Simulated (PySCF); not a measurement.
**SiH4 (SMILES [H][Si]([H])([H])[H]): levels of theory compared**

Wanted: a comparison of 6 runs (M06-2X/STO-3G, UPBE0/STO-3G, MP2/STO-3G, UMP2/STO-3G, CCSDT/STO-3G, UCCSD(T)/STO-3G) of SiH4. 

Program for the calculation: PySCF 2.14.0.

13 further runs of the same task are left out: 1 that didn't finish, 12 set aside as unsound or not needed.

**1. Starting point**

SiH4: 5 atoms, total charge 0, spin state singlet. As SMILES, `[H][Si]([H])([H])[H]`. The Si1–H3 distance was set to 2.630 Å, away from the relaxed value. At this shape a bond of the SMILES string is far longer than usual.

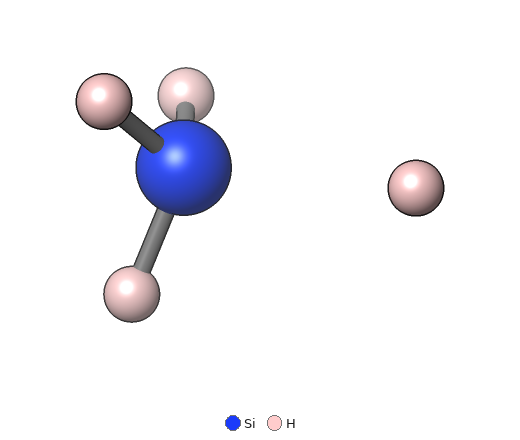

The structure, seen from a chosen angle (silicon blue, hydrogen pink).

**2. The energy at M06-2X/STO-3G (run 1)**

run.py

```python
from pyscf import gto, dft

mol = gto.Mole()
mol.atom = '''
Si    -2.076167    -0.017159     0.752816
H     -2.054926    -0.053801     3.513309
H      2.595444     0.021278    -0.940630
H     -3.392625     2.244352    -0.127437
H     -3.376846    -2.263004    -0.187474
'''
mol.charge = 0
mol.verbose = 3
mol.unit = 'bohr'
mol.spin = 0
mol.basis = 'sto-3g'
mol.max_memory = 1860
mol.build()

mf = dft.RKS(mol)
mf.xc = 'm06-2x'
mf.grids.level = 5
mf.conv_tol = 1e-10
mf.kernel()
if not mf.converged:
    mf = mf.newton().run(mf.mo_coeff, mf.mo_occ)

etot = mf.e_tot
print('Final energy', etot)
```

Started as:

```sh
OMP_NUM_THREADS=1 python run.py
```

Log:

```text
converged SCF energy = -288.314597670117
Final energy -288.3145976701174
```

Wall time 2.3 s (1 thread of Arm Neoverse V1, shared host); peak memory 0.17 GiB.

**3. A single-point energy at UPBE0/STO-3G (run 2)**

calc.py

```python
from pyscf import gto, dft

mol = gto.M(
    atom='''
Si    -2.076167    -0.017159     0.752816
H     -2.054926    -0.053801     3.513309
H      2.595444     0.021278    -0.940630
H     -3.392625     2.244352    -0.127437
H     -3.376846    -2.263004    -0.187474
''',
    basis='sto-3g',
    max_memory=1860,
    verbose=4,
    unit='bohr',
)

myscf = dft.UKS(mol, xc='pbe0')
myscf.conv_tol = 1e-10
myscf.grids.level = 5
myscf.kernel()
if not myscf.converged:
    myscf = myscf.newton().run(myscf.mo_coeff, myscf.mo_occ)
for _ in range(3):
    mo, _, stable, _ = myscf.stability(return_status=True)
    if stable:
        break
    myscf.kernel(myscf.make_rdm1(mo, myscf.mo_occ))

etot = myscf.e_tot
print('E = %.10f Eh' % etot)
```

Started as:

```sh
OMP_NUM_THREADS=1 python calc.py
```

Log:

```text
PySCF version 2.14.0

[INPUT] num. atoms = 5
[INPUT] num. electrons = 18
[INPUT] charge = 0
[INPUT] spin (= nelec alpha-beta = 2S) = 0
[INPUT] symmetry False subgroup None
[INPUT] Mole.unit = bohr
[INPUT] Symbol           X                Y                Z      unit          X                Y                Z       unit  Magmom
[INPUT]  1 Si    -1.098660262464  -0.009080151762   0.398373071216 AA   -2.076167000000  -0.017159000000   0.752816000000 Bohr   0.0
[INPUT]  2 H     -1.087420009327  -0.028470263125   1.859163057720 AA   -2.054926000000  -0.053801000000   3.513309000000 Bohr   0.0
[INPUT]  3 H      1.373449817019   0.011259832694  -0.497759959908 AA    2.595444000000   0.021278000000  -0.940630000000 Bohr   0.0
[INPUT]  4 H     -1.795299835197   1.187659931683  -0.067436756228 AA   -3.392625000000   2.244352000000  -0.127437000000 Bohr   0.0
[INPUT]  5 H     -1.786949947986  -1.197530145021  -0.099206968440 AA   -3.376846000000  -2.263004000000  -0.187474000000 Bohr   0.0

[... 81 lines left out ...]
converged SCF energy = -288.197158621389  <S^2> = 4.5474735e-13  2S+1 = 1
[... 2 lines left out ...]
E = -288.1971586214 Eh
```

Wall time 4.8 s (1 thread of Arm Neoverse V1, shared host); peak memory 0.35 GiB.

**4. A single-point energy at MP2/STO-3G (run 3)**

input.xyz

```xyz
5
H4Si
Si    -1.098660    -0.009080     0.398373
H     -1.087420    -0.028470     1.859163
H      1.373450     0.011260    -0.497760
H     -1.795300     1.187660    -0.067437
H     -1.786950    -1.197530    -0.099207
```

run.py

```python
from pyscf import gto, mp

system = gto.M(
    atom='input.xyz',
    charge=0,
    spin=0,
    basis='sto-3g',
    verbose=3,
    max_memory=1860,
)

mf = system.RHF()
mf.conv_tol = 1e-10
mf.kernel()
if not mf.converged:
    mf = mf.newton().run(mf.mo_coeff, mf.mo_occ)

pt = mp.MP2(mf, frozen=5).run()
energy = pt.e_tot
print('E(%s) = %.9f' % ('MP2', energy))
```

Started as:

```sh
OMP_NUM_THREADS=1 python run.py
```

Log:

```text
converged SCF energy = -287.66930517117
E(RMP2) = -287.758512822005  E_corr = -0.0892076508355023
E(SCS-RMP2) = -287.774980341912  E_corr = -0.105675170741933
E(MP2) = -287.758512822
```

Wall time 0.7 s (1 thread of Arm Neoverse V1, shared host); peak memory 0.12 GiB.

Runs 4 to 5 aren't shown in full; the table further down has their settings and results.

**5. A single-point energy at UCCSD(T)/STO-3G (run 6)**

calc.py

```python
from pyscf import gto, cc

mol = gto.M(
    atom=[
    ('Si', (-1.098660, -0.009080, 0.398373)),
    ('H', (-1.087420, -0.028470, 1.859163)),
    ('H', (1.373450, 0.011260, -0.497760)),
    ('H', (-1.795300, 1.187660, -0.067437)),
    ('H', (-1.786950, -1.197530, -0.099207)),
],
    spin=0,
    verbose=3,
    basis='sto-3g',
    max_memory=1860,
)

myscf = mol.UHF()
myscf.conv_tol = 1e-10
myscf.kernel()
if not myscf.converged:
    myscf = myscf.newton().run(myscf.mo_coeff, myscf.mo_occ)
for _ in range(3):
    mo, _, stable, _ = myscf.stability(return_status=True)
    if stable:
        break
    myscf.kernel(myscf.make_rdm1(mo, myscf.mo_occ))

mycc = cc.CCSD(myscf, frozen=5)
mycc.kernel()
e_t = mycc.ccsd_t()
etot = mycc.e_tot + e_t
print('Final energy', etot)
```

Started as:

```sh
OMP_NUM_THREADS=1 python calc.py
```

Log:

```text
converged SCF energy = -287.66930517117  <S^2> = 1.4033219e-13  2S+1 = 1
<class 'pyscf.scf.uhf.UHF'> wavefunction has an internal instability
converged SCF energy = -287.752682258842  <S^2> = 0.8814593  2S+1 = 2.1274015
<class 'pyscf.scf.uhf.UHF'> wavefunction is stable in the internal stability analysis
E(UCCSD) = -287.8205433336224  E_corr = -0.06786107478062904
UCCSD(T) correction = -0.00173682976088261
Final energy -287.82228016338325
```

Run time: 0.93 s. Hardware: 1 thread of Arm Neoverse V1, shared host; peak memory 0.12 GiB.

**6. Overview of the runs**

| run | level | follow instability | integration grid | energy (Eh) | dipole moment (D) of the reference | HOMO energy (eV) | LUMO energy (eV) | wall time |
| --- | --- | --- | --- | --- | --- | --- | --- | --- |
| 1 | M06-2X/STO-3G | – | 5 | -288.314598 | 0.90 | -5.14 | 1.47 | 2.3 s |
| 2 | UPBE0/STO-3G | yes | 5 | -288.197159 | 0.93 | -4.21 | 0.59 | 4.8 s |
| 3 | MP2/STO-3G | – | – | -287.758513 | 1.27 | -5.92 | 4.15 | 0.7 s |
| 4 | UMP2/STO-3G | yes | – | -287.787468 | 0.45 | -6.97 | 6.52 | 0.8 s |
| 5 | CCSDT/STO-3G | – | – | -287.823782 | 1.27 | -5.92 | 4.15 | 0.84 s |
| 6 | UCCSD(T)/STO-3G | yes | – | -287.822280 | 0.45 | -6.97 | 6.52 | 0.93 s |

**7. What came out**

```
                                          quantity          value
                               run 6: total energy  -287.82228 Eh
       run 6: dipole moment (Hartree–Fock density)         0.45 D
        run 6: HOMO energy (Hartree–Fock orbitals)       -6.97 eV
        run 6: LUMO energy (Hartree–Fock orbitals)        6.52 eV
      run 6: HOMO–LUMO gap (Hartree–Fock orbitals)       13.49 eV
run 6: correlation energy (5 core orbitals frozen)      -69.6 mEh
                             run 6: (T) correction      -1.74 mEh
          run 6: ⟨S²⟩ of the reference determinant          0.881
                              run 6: T1 diagnostic          0.082
```

**Reading.** Totals of different functionals can't be ranked against each other. In runs 1, 2, 3, 4, 5, 6 the basis is minimal, so the values are rough. In runs 1, 3 a closed-shell determinant meets a far-stretched bond, which it describes badly. Spin contamination of the reference: run 4 ⟨S²⟩ = 0.88, run 6 ⟨S²⟩ = 0.88. Where it is this large, the reference is a mixture of spin states, and values that rest on it are in doubt. All runs together took 10 s, the longest 4.8 s.
